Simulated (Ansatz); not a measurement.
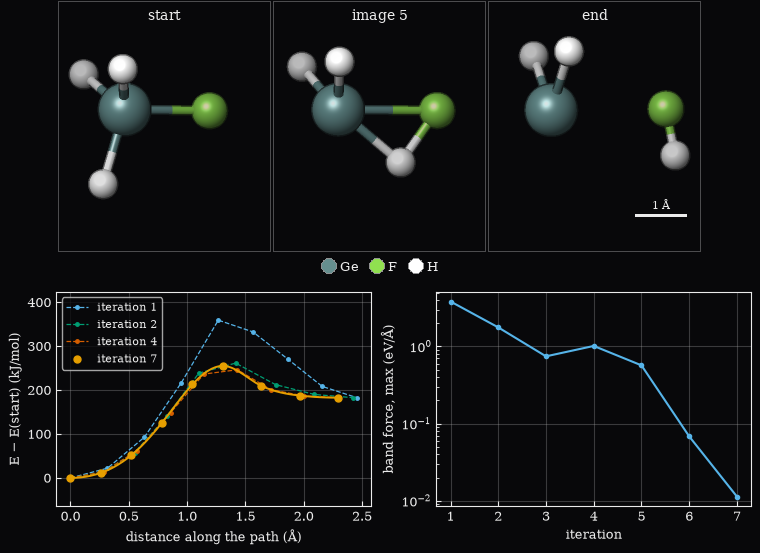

A nudged-elastic-band calculation for GeH$_{3}$F. Images are numbered from 0 (start) to 8 (end). The plot follows the band through its iterations. The picture is a ball-and-stick view, seen at a tilt.

All numbers below come from RKS B3LYP-D4/def2-SVP (Ansatz 0.2.0).

The input:
```yaml
crystal:
  periodic: [false, false, false]
  atoms:
    - { symbol: Ge, position_ang: [0.259641, 0.0, 0.1007] }
    - { symbol: F, position_ang: [0.33141, 0.0, 1.850435] }
    - { symbol: H, position_ang: [1.714855, 0.0, -0.400562] }
    - { symbol: H, position_ang: [-0.494953, 1.276896, -0.309737] }
    - { symbol: H, position_ang: [-0.494953, -1.276896, -0.309737] }
basis:
  gaussian: { orbitals: def2-SVP }
hamiltonian:
  xc: b3lyp
  dispersion: d4
neb:
  order_check: false
  images: 7
  f_tol: 0.05
  max_iterations: 60
  final_atoms:
    - { symbol: Ge, position_ang: [-0.02064532, 0.0, -0.79989486] }
    - { symbol: F, position_ang: [1.18980387, 0.0, 1.23267935] }
    - { symbol: H, position_ang: [2.06431639, 0.0, 0.91067074] }
    - { symbol: H, position_ang: [-0.95873747, 1.148257, -0.20617811] }
    - { symbol: H, position_ang: [-0.95873747, -1.148257, -0.20617811] }
  initial_path:
    images:
      - { positions_ang: [[0.259641, 0.0, 0.1007], [0.33141, 0.0, 1.850435], [1.714855, 0.0, -0.400562], [-0.494953, 1.276896, -0.309737], [-0.494953, -1.276896, -0.309737]] }
      - { positions_ang: [[0.19486972, 0.0, 0.07532914], [0.51702325, 0.0, 1.77348143], [1.7104881, 0.0, -0.19352821], [-0.55319054, 1.273872, -0.36209168], [-0.55319054, -1.273872, -0.36209168]] }
      - { positions_ang: [[0.13009845, 0.0, 0.04995829], [0.70263651, 0.0, 1.69652785], [1.7061212, 0.0, 0.01350559], [-0.61142808, 1.270848, -0.41444636], [-0.61142808, -1.270848, -0.41444636]] }
      - { positions_ang: [[0.06532717, 0.0, 0.02458743], [0.88824976, 0.0, 1.61957428], [1.7017543, 0.0, 0.22053938], [-0.66966562, 1.267824, -0.46680104], [-0.66966562, -1.267824, -0.46680104]] }
      - { positions_ang: [[0.0005559, 0.0, -0.00078342], [1.07386302, 0.0, 1.5426207], [1.6973874, 0.0, 0.42757317], [-0.72790315, 1.2648, -0.51915573], [-0.72790315, -1.2648, -0.51915573]] }
      - { positions_ang: [[-0.00474441, 0.0, -0.20056128], [1.10284823, 0.0, 1.46513536], [1.78911964, 0.0, 0.54834756], [-0.78561173, 1.23566425, -0.44091132], [-0.78561173, -1.23566425, -0.44091132]] }
      - { positions_ang: [[-0.01004471, 0.0, -0.40033914], [1.13183344, 0.0, 1.38765003], [1.88085189, 0.0, 0.66912195], [-0.84332031, 1.2065285, -0.36266692], [-0.84332031, -1.2065285, -0.36266692]] }
      - { positions_ang: [[-0.01534502, 0.0, -0.600117], [1.16081866, 0.0, 1.31016469], [1.97258414, 0.0, 0.78989634], [-0.90102889, 1.17739275, -0.28442252], [-0.90102889, -1.17739275, -0.28442252]] }
      - { positions_ang: [[-0.02064532, 0.0, -0.79989486], [1.18980387, 0.0, 1.23267935], [2.06431639, 0.0, 0.91067074], [-0.95873747, 1.148257, -0.20617811], [-0.95873747, -1.148257, -0.20617811]] }
```

Run as
```bash
ansatz run input.yaml --threads 1 --pin off --max-ram 2048MiB --backend cpu --events-out ev --progress --plain --runs-dir out
```

### How did the profile develop, and is the result final?

The result is final at these settings. The band converged in 7 iterations. The largest component of the band force went from 3.8 to 0.011 eV/Å. The climbing image converged on the top of the path. Its vibrational analysis gives one imaginary mode (1294i cm⁻¹), as a transition state must have. The first iteration put the highest image at 359.3 kJ/mol. The highest point, image 5, lies 255.1 kJ/mol above the start and 72.4 kJ/mol above the end; the end is at +182.8 kJ/mol relative to the start.
